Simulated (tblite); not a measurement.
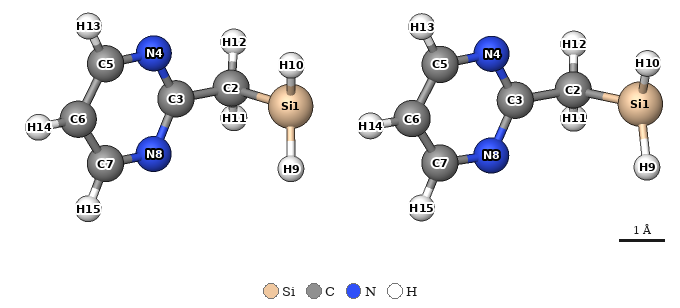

Two geometries of C₅H₇N₂Si (multiplicity 2), drawn at one scale. One is the start of a relaxation, the other its converged end. Style: ball-and-stick. Shown at a tilt.

These are results of tblite, GFN2-xTB geometry optimisation, gas phase, not measurements. 

Q: Which geometry has the lower energy?

A: The left one is the relaxed one. Over 46 geometry steps the energy falls by 20.4 kJ/mol. H10 moves most after the best rigid fit: 0.39 Å. By element the largest moves are H 0.39 Å, Si 0.27 Å, C 0.14 Å, N 0.09 Å. Some distances before and after: Si1–C2 1.846 → 1.908 Å, C2–C3 1.520 → 1.473 Å, N4–C5 1.352 → 1.318 Å, Si1–H10 1.486 → 1.457 Å. Among the angles between lasting bonds that change: Si1–C2–C3 113.5° → 101.8°, H11–C2–H12 106.9° → 110.6°, H9–Si1–H10 110.2° → 113.3°.
